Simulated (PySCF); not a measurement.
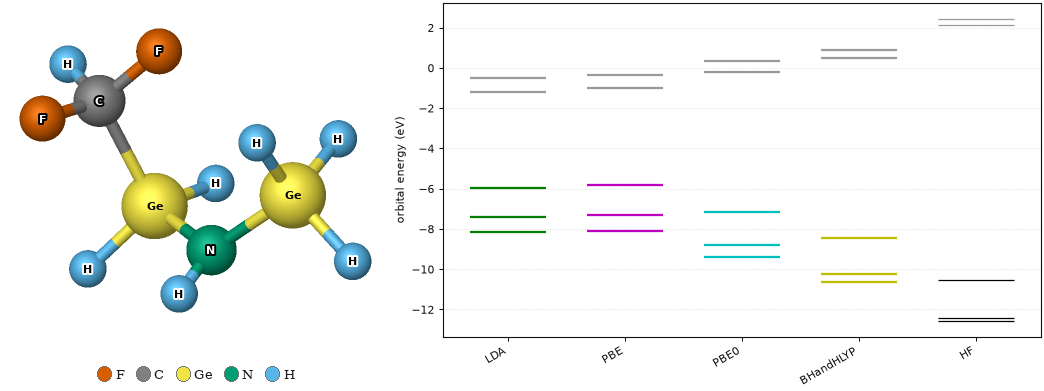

Frontier orbital energies of CH₇F₂Ge₂N, SMILES F[CH](F)[GeH2][NH][GeH3], singlet at one geometry, def2-SVPD, PySCF, at a PBE0-D3(BJ)/def2-SVP geometry (no frequency check). Empty levels are grey, levels within 0.1 eV stand side by side; all columns show the same few orbitals around the gap.

**Compare the HOMO-LUMO separations.**

The separation grows from 4.74 eV (LDA) to 12.67 eV (HF).

```csv
level,HOMO (eV),LUMO (eV),separation (eV)
LDA,−5.94,−1.21,4.74
PBE,−5.84,−0.99,4.85
PBE0,−7.18,−0.19,6.99
BHandHLYP,−8.47,0.51,8.98
HF,−10.53,2.14,12.67
```

Limits of at least one run: empty levels above zero depend strongly on the basis; one conformer of a flexible molecule.
